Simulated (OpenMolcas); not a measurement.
# Multiconfigurational calculation for Rh³⁺ complex (part 2 of 2)

Continued. System: Rh³⁺ with 6 ligands (OH; octahedron, 2 Å), neutralised by 6 outer point charges of +0.5 e, whose field is part of the energies. Method: state-averaged CASSCF, active space 6 electrons in the shell 4d, basis ANO-RCC-VTZP on the metal and ANO-RCC-VDZP on the ligands, DKH2 scalar Hamiltonian, spin-orbit coupling by RASSI with atomic mean-field integrals (OpenMolcas).

Output (extracts), continued:
```
--- RASSI ---
SPIN-FREE ENERGIES:
  (Shifted by EMIN (a.u.) =      -5234.0232293681)

 SF State       Relative EMIN(au)   Rel lowest level(eV)    D:o, cm**(-1)

    51             0.0000000000        0.0000000000              0.0000
     6             0.0700015625        1.9048395562          15363.5671
     7             0.0702491801        1.9115775737          15417.9129
     8             0.0702491801        1.9115775737          15417.9129
     9             0.0916746577        2.4945945210          20120.2617
    10             0.0942038127        2.5634163344          20675.3471
    11             0.0942038127        2.5634163344          20675.3471
     2             0.0994536433        2.7062715007          21827.5517
     1             0.0994536433        2.7062715007          21827.5517
    52             0.0997515345        2.7143775332          21892.9313
    53             0.0999805380        2.7206090358          21943.1917
    54             0.0999805380        2.7206090358          21943.1917
     3             0.1002141856        2.7269669112          21994.4714
    55             0.1418040840        3.8586857009          31122.3991
    56             0.1455966331        3.9618862198          31954.7674
    57             0.1455966331        3.9618862198          31954.7674
    12             0.1726291081        4.6974773369          37887.7099
    13             0.1732359479        4.7139902902          38020.8958
    14             0.1732359479        4.7139902902          38020.8958
    15             0.1771337055        4.8200536779          38876.3547
    16             0.1771337055        4.8200536779          38876.3547
    17             0.1784531425        4.8559573866          39165.9377
    18             0.1924681063        5.2373239816          42241.8667
    19             0.1928572707        5.2479136822          42327.2784
    20             0.1928572707        5.2479136822          42327.2784
    22             0.1938373369        5.2745826432          42542.3781
    21             0.1938373369        5.2745826432          42542.3781
    23             0.2020429181        5.4978678828          44343.2950
    24             0.2020429181        5.4978678828          44343.2950
    25             0.2029923681        5.5237037321          44551.6751
    58             0.2095481134        5.7020946512          45990.4949
    59             0.2095481134        5.7020946512          45990.4949
     5             0.2099273992        5.7124155433          46073.7386
     4             0.2099273992        5.7124155433          46073.7386
    60             0.2113223210        5.7503732998          46379.8885
    61             0.2126708081        5.7870675036          46675.8472
    62             0.2126708086        5.7870675174          46675.8473
    63             0.2179811174        5.9315683806          47841.3254
    64             0.2386289021        6.4934232244          52372.9903
    65             0.2398654038        6.5270701507          52644.3711
Eigenvalues of complex Hamiltonian:
   -----------------------------------
  (Shifted by EMIN (a.u.) =      -5234.0232293681)

 SO State       Relative EMIN(au)   Rel lowest level(eV)    D:o, cm**(-1)

     1            -0.0023057455        0.0000000000              0.0000
     2             0.0655416678        1.8462221680          14890.7860
     3             0.0655416679        1.8462221724          14890.7860
     4             0.0660549441        1.8601891295          15003.4372
     5             0.0660549443        1.8601891331          15003.4372
     6             0.0662081929        1.8643592422          15037.0714
     7             0.0689561571        1.9391351569          15640.1798
     8             0.0689561572        1.9391351582          15640.1798
     9             0.0693949311        1.9510748040          15736.4796
    10             0.0722357745        2.0283780920          16359.9726
    11             0.0861456433        2.4068849051          19412.8360
    12             0.0874034741        2.4411122244          19688.8979
    13             0.0874034741        2.4411122256          19688.8979
    14             0.0896443573        2.5020897618          20180.7149
    15             0.0896443572        2.5020897598          20180.7149
    16             0.0915404516        2.5536851159          20596.8595
    17             0.0915404515        2.5536851156          20596.8595
    18             0.0918505117        2.5621222822          20664.9098
    19             0.0968456748        2.6980475942          21761.2214
    20             0.0979321028        2.7276108076          21999.6648
    21             0.0979321028        2.7276108074          21999.6648
    22             0.0981485861        2.7335016184          22047.1774
    23             0.0985840905        2.7453522970          22142.7596
    24             0.0985840905        2.7453522968          22142.7596
    25             0.0987746720        2.7505382833          22184.5874
    26             0.1004928673        2.7972927586          22561.6877
    27             0.1004928673        2.7972927591          22561.6877
    28             0.1021876438        2.8434099775          22933.6481
    29             0.1024387499        2.8502429227          22988.7595
    30             0.1024387499        2.8502429218          22988.7595
    31             0.1031963894        2.8708593427          23155.0422
    32             0.1031963894        2.8708593431          23155.0422
    33             0.1031965848        2.8708646603          23155.0851
    34             0.1037423367        2.8857153246          23274.8637
    35             0.1037423367        2.8857153250          23274.8637
    36             0.1038622122        2.8889773033          23301.1734
    37             0.1044526804        2.9050447621          23430.7662
    38             0.1404232029        3.8838525441          31325.3833
    39             0.1440865381        3.9835369719          32129.3925
    40             0.1440865381        3.9835369721          32129.3925
    41             0.1697699499        4.6824182103          37766.2498
Weights of the five most important spin-orbit-free states for each spin-orbit state.

 SO State  Total energy (au)           Spin-free states, spin, and weights
 -------------------------------------------------------------------------------------------------------
    1        -0.002306      51 0.0  0.9697    7 1.0  0.0100    8 1.0  0.0100    6 1.0  0.0097    1 2.0  0.0001
    2         0.065542       7 1.0  0.4556    8 1.0  0.2911    6 1.0  0.1768   10 1.0  0.0228    2 2.0  0.0146
    3         0.065542       8 1.0  0.4556    7 1.0  0.2911    6 1.0  0.1768   11 1.0  0.0228    1 2.0  0.0146
    4         0.066055       8 1.0  0.4381    6 1.0  0.3313    7 1.0  0.1803    1 2.0  0.0133    2 2.0  0.0121
    5         0.066055       7 1.0  0.4381    6 1.0  0.3313    8 1.0  0.1803    2 2.0  0.0133    1 2.0  0.0121
    6         0.066208       6 1.0  0.6720    8 1.0  0.1403    7 1.0  0.1403    3 2.0  0.0142    1 2.0  0.0077
    7         0.068956       8 1.0  0.4945    6 1.0  0.4046    3 2.0  0.0295    1 2.0  0.0195    2 2.0  0.0140
    8         0.068956       7 1.0  0.4945    6 1.0  0.4046    3 2.0  0.0295    2 2.0  0.0195    1 2.0  0.0140
    9         0.069395       8 1.0  0.4448    7 1.0  0.4448    2 2.0  0.0329    1 2.0  0.0329    9 1.0  0.0212
   10         0.072236       7 1.0  0.3082    8 1.0  0.3082    6 1.0  0.2577    2 2.0  0.0307    1 2.0  0.0307
   11         0.086146       9 1.0  0.5581   52 0.0  0.1090   10 1.0  0.0800   11 1.0  0.0800    1 2.0  0.0590
   12         0.087403       9 1.0  0.3587   11 1.0  0.2505   10 1.0  0.1147   53 0.0  0.0782    1 2.0  0.0719
```

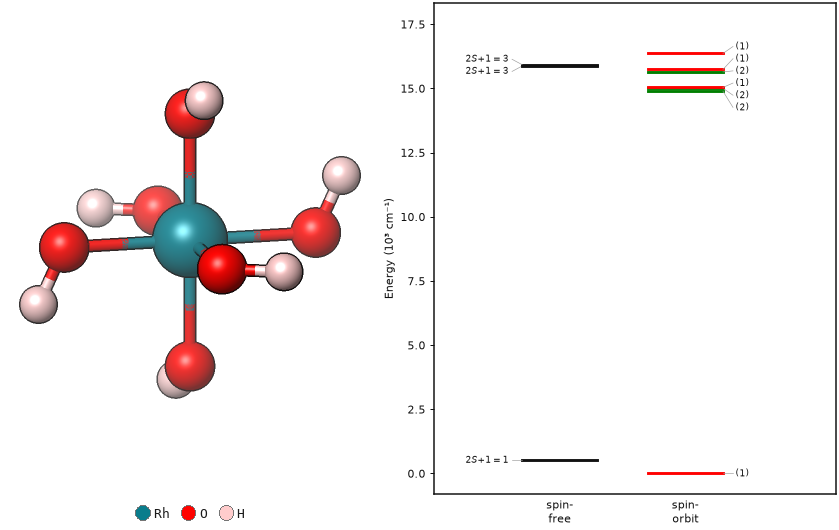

Fig. 1: Rh³⁺ (4d⁶) with 6 ligands, OH⁻, at 2 Å (arrangement: octahedron, Ci), neutralised by outer point charges of +0.5 e, and its levels. Labels give the representation in O, Td, D4 or D3 as the site allows (double group for half-integer spin) where it could be assigned and, in brackets, the degeneracy; spin-free states, where drawn, share the zero of the spin-orbit levels. The ground level is non-degenerate, 97 % from states of spin multiplicity 1. The next level lies at 14,900 cm⁻¹. The active orbitals hold 74 to 91 % metal character (Löwdin), and the Mulliken charge of the metal is +1.61.

Summary:

```tsv
quantity	value
outcome	converged
energy of the lowest spin-free term	−5234.02323 hartree
energy of the lowest spin-orbit level	−5234.02554 hartree
largest spread among components of a term	0.0 cm⁻¹
hardware	1 thread of Arm Neoverse V1, 24 GiB of memory available, shared host
wall time	92 s
peak memory	0.4 GiB
```

Remarks:

Without dynamic correlation the splittings between terms come out too large, often by 20 to 50 %. Limits: small active space favours high spin, ground spin may be wrong; covalent bonds, ligand orbitals missing from the active space; distances are set from ionic radii, not optimised.
